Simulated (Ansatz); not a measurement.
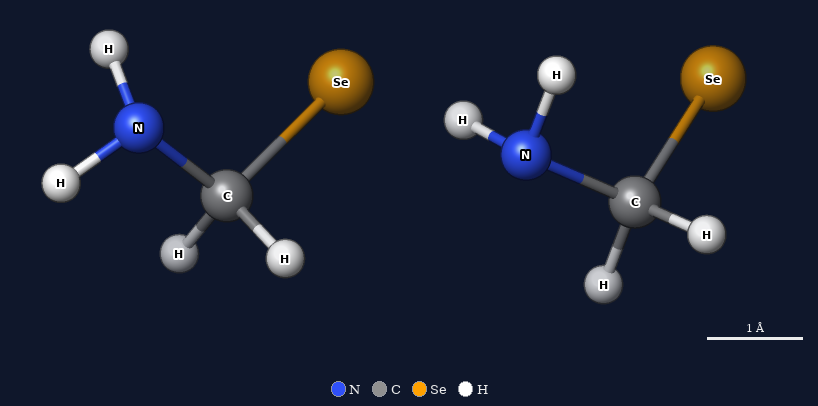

Two geometries of CH$_{4}$NSe (charge −1), drawn at one scale. One is the start of a relaxation, the other its converged end. Style: ball-and-stick. Shown at a tilt.

The calculation used RKS PBE0-D4/def2-TZVPD (Ansatz 0.2.0). Set-up: force threshold 0.005 eV/Å; at most 200 steps.

### Which geometry has the lower energy?

The right one is the relaxed one. The largest move after the best rigid fit is that of an H atom, 1.14 Å. By element the largest moves are H 1.14 Å, Se 0.47 Å, N 0.37 Å, C 0.07 Å. Some distances before and after: C–Se 1.947 → 1.971 Å, C–N 1.448 → 1.464 Å, C–H 1.103 → 1.093 Å. Among the angles between lasting bonds that change: N–C–H 113.2° → 107.9°, H–N–H 107.8° → 102.8°, C–N–H 109.4° → 106.1°. Groups turn about C–N by about 100°. The energy falls by 4.52 kcal/mol in 13 geometry steps. Largest force component: 0.51 eV/Å at the start, 0.00038 eV/Å at the end. Cost: 57 s on 2 threads of Arm Neoverse V1, with other jobs on the host.
